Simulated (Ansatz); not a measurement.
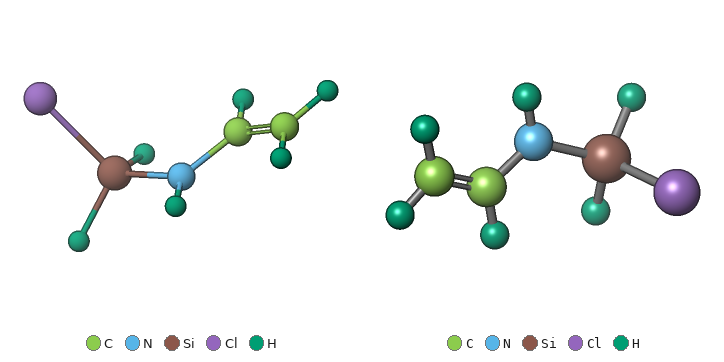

The same structure drawn twice, from different directions.

Which formula does it have?

Answer. C2H6ClNSi, 11 atoms: 2 carbon, 6 hydrogen, 1 chlorine, 1 nitrogen and 1 silicon.

How many bonds of each kind are drawn?

Answer. 3 C–H, 2 Si–H, 1 C–C, 1 C–N, 1 N–Si, 1 Cl–Si, 1 N–H.

What is its SMILES?

Answer. C=CN[SiH2]Cl

Does it have rings?

Answer. It has no ring.

Which point group does it belong to?

Answer. C1.

The parts below concern this one geometry. Atoms keep their numbers from picture to picture. Computed geometry: PBE0-D4/def2-TZVP optimisation.

Geometry

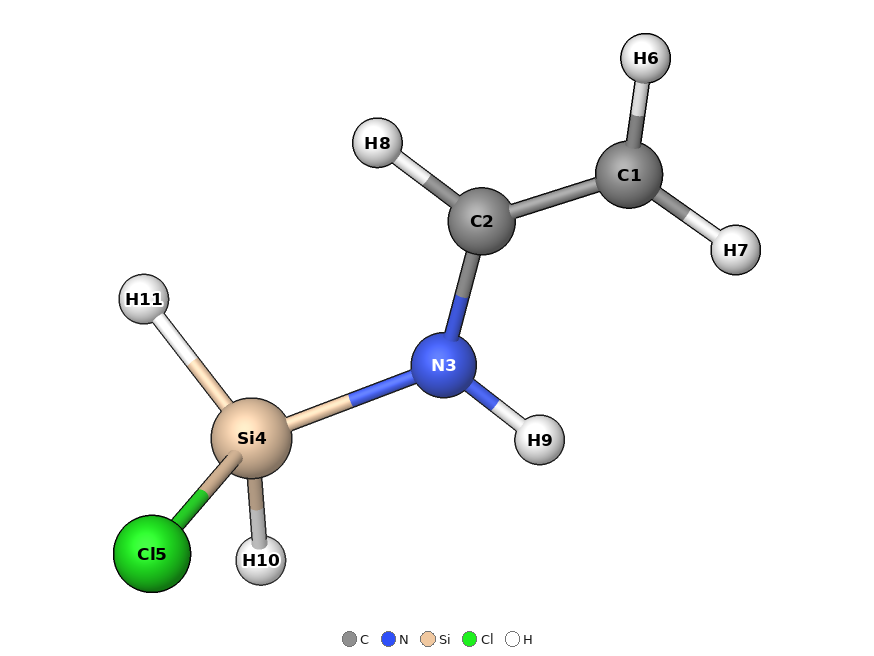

Numbered structure.

What are the angles C2–C1–H6, C2–C1–H7, C1–C2–N3, C1–C2–H8, N3–C2–H8, C2–N3–Si4, C2–N3–H9, Si4–N3–H9, N3–Si4–Cl5, N3–Si4–H10, N3–Si4–H11, Cl5–Si4–H10, Cl5–Si4–H11?

```json
{"angle": "C2–C1–H6", "degrees": "120.2"}
{"angle": "C2–C1–H7", "degrees": "122.0"}
{"angle": "C1–C2–N3", "degrees": "126.2"}
{"angle": "C1–C2–H8", "degrees": "120.0"}
{"angle": "N3–C2–H8", "degrees": "113.8"}
{"angle": "C2–N3–Si4", "degrees": "125.4"}
{"angle": "C2–N3–H9", "degrees": "114.3"}
{"angle": "Si4–N3–H9", "degrees": "119.0"}
{"angle": "N3–Si4–Cl5", "degrees": "114.0"}
{"angle": "N3–Si4–H10", "degrees": "107.6"}
{"angle": "N3–Si4–H11", "degrees": "108.2"}
{"angle": "Cl5–Si4–H10", "degrees": "106.8"}
{"angle": "Cl5–Si4–H11", "degrees": "106.3"}
```

Vibrations

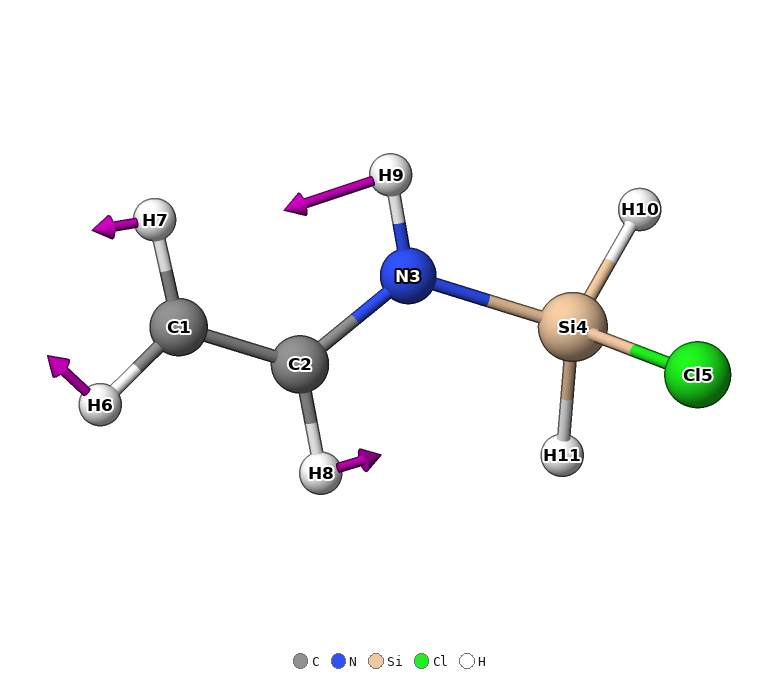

The arrows show one normal mode. Harmonic vibrations computed with RKS PBE0-D4/def2-TZVP (Ansatz 0.2.0) at a stationary point of the same level.

Describe the motion.

Answer. Mostly angle bending.

Estimate its harmonic wavenumber.

Answer. 1357 cm⁻¹; it is mode 19 of 27 counted from the lowest.

Levels of theory compared

Program: Ansatz 0.2.0.

Tabulate HOMO energy (eV), dipole (D), HOMO–LUMO gap (eV) at these levels: B3LYP-D4/def2-TZVPP; PBE-D4/def2-TZVPP; r2SCAN-D4/def2-TZVPP; ωB97M-V/def2-TZVPP.

```csv
level,HOMO energy (eV),dipole (D),HOMO–LUMO gap (eV)
B3LYP-D4/def2-TZVPP,−6.29,1.39,6.33
PBE-D4/def2-TZVPP,−5.40,1.35,4.72
r2SCAN-D4/def2-TZVPP,−5.59,1.39,5.20
ωB97M-V/def2-TZVPP,−8.70,1.37,10.76
```

Charges

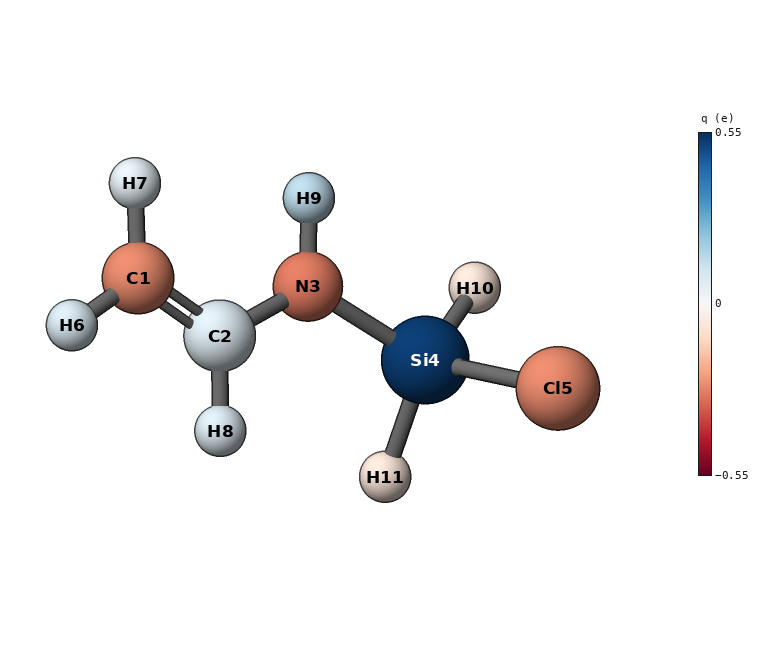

Atoms are coloured by their Mulliken charges. Level of theory: RKS r2SCAN-D4/def2-TZVPP (Ansatz 0.2.0).

List the Mulliken charges.

| atom | value (e) |
| --- | --- |
| C1 | −0.26 |
| C2 | 0.07 |
| N3 | −0.28 |
| Si4 | 0.52 |
| Cl5 | −0.26 |
| H6 | 0.08 |
| H7 | 0.06 |
| H8 | 0.08 |
| H9 | 0.14 |
| H10 | −0.07 |
| H11 | −0.07 |

Thermal motion

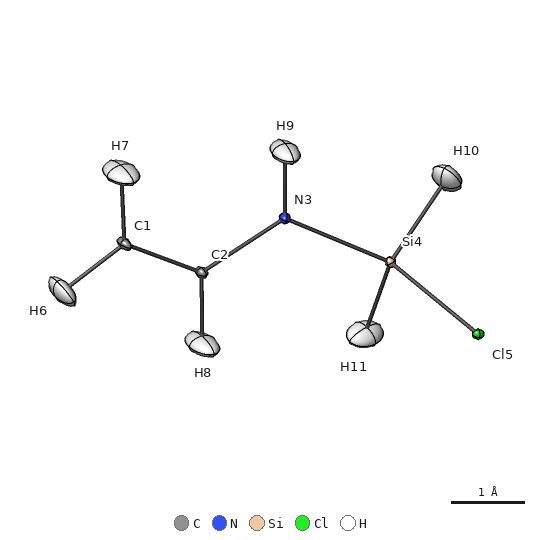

Displacement ellipsoids at the 50 % level, from the internal vibrations of the free molecule (harmonic, no overall translation or rotation; no half-axis is drawn under 0.075 Å). Vibrations computed with RKS PBE0-D4/def2-TZVP (Ansatz 0.2.0). Temperature: 0 K (zero-point motion alone).

Which atom has the largest mean-square displacement?

Answer. H7, with U_eq = 0.0264 Å².

Does H8 move more along its bond or across it?

Answer. Across it: the root-mean-square amplitude is 0.079 Å along the bond and up to 0.237 Å across, since bending and torsion are softer than stretching.

List U_eq and the three principal root-mean-square amplitudes for each kind of atom.

```csv
atom,U_eq (Å²),rms amplitudes (Å)
C1,0.0035,"0.034, 0.039, 0.088"
C2,0.0029,"0.038, 0.045, 0.073"
N3,0.0031,"0.035, 0.048, 0.075"
Si4,0.0010,"0.024, 0.027, 0.042"
Cl5,0.0012,"0.015, 0.022, 0.053"
H6,0.0210,"0.079, 0.137, 0.195"
H7,0.0264,"0.078, 0.140, 0.232"
H8,0.0261,"0.079, 0.126, 0.237"
H9,0.0221,"0.080, 0.119, 0.214"
H10,0.0191,"0.093, 0.145, 0.167"
H11,0.0204,"0.088, 0.142, 0.183"
```

Mulliken values depend strongly on the basis set and can even reverse the polarity of a bond.
